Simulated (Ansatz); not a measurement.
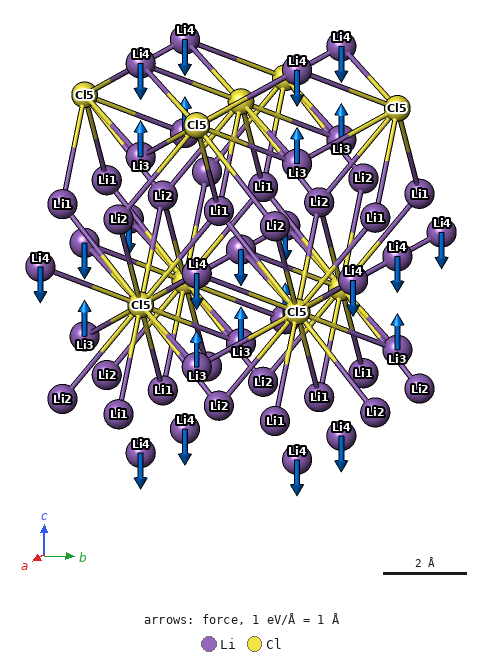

Starting geometry of solid Li4Cl (a generated structure, set up in I4/mmm) (coarse preliminary run) with the computed forces as blue arrows. A ball-and-stick model of the atoms within 5.8 Å of the atom that moves most (axes of the conventional cell (2 times the calculation's cell)), seen slightly off an axis. Lengths and directions refer to the drawn axes.

These are results of DFT PBE, scalar-relativistic, plane waves, PAW (Ansatz 0.2.0), not measurements.

The input:
```yaml
crystal:
  lattice:
    - [-1.96589772, 1.96589772, 4.76796918]
    - [1.96589772, -1.96589772, 4.76796918]
    - [1.96589772, 1.96589772, -4.76796918]
  atoms:
    - { symbol: Li, position: [0.75, 0.25, 0.5] }
    - { symbol: Li, position: [0.25, 0.75, 0.5] }
    - { symbol: Li, position: [0.38, 0.38, 0.0] }
    - { symbol: Li, position: [0.62, 0.62, 0.0] }
    - { symbol: Cl, position: [0.0, 0.0, 0.0] }
basis:
  ecutwfc: 420
kpoints:
  mp_grid: { grid: [6, 6, 6] }
hamiltonian:
  xc: pbe
scf:
  occupations: { method: gaussian, width: 0.1 }
  lower_state_search: "off"
output:
  forces: true
  stress: true
  eigenvalues: true
relax:
  adjacent_minimum: "off"
  f_tol: 0.04
  max_steps: 70
  cell: { stress_tol: 0.4 }
```

Run as
```bash
ansatz run input.yaml --threads 1 --pin off --max-ram 2048MiB --backend cpu --events-out ev --progress --plain --runs-dir out
```

**What follows when this structure is relaxed?**

It isn't relaxed: the largest force vector, on Li atoms, is 0.90 eV/Å. The atoms end up moving mostly along the starting forces (cosine between the two patterns 1.00). Over 16 accepted moves (18 points after the start) the energy falls by 665 meV per atom. The largest force component goes from 0.9 to 0.0044 eV/Å. Pressure: 12.46 GPa at the start and 0.08 GPa at the end. At 2 points the geometry stayed and the basis and grid were re-selected for the new cell (energy shift of 51.3 meV per atom at most each time). The largest moves relative to the cell, 0.50 Å, are those of Li3 and Li4. Li4 goes along −c. Cl stays in place. The volume changes by +38.0 %, with a = b 3.932 → 3.499 Å (−11.0 %), c 9.536 → 16.609 Å (+74.2 %). Among the contacts that change: Li1–Cl5 3.090 → 4.506 Å, Li1–Li3 2.324 → 3.181 Å, Li3–Li4 2.289 → 2.990 Å, Li1–Li2 2.780 → 2.474 Å. The space group stays I4/mmm (No. 139).
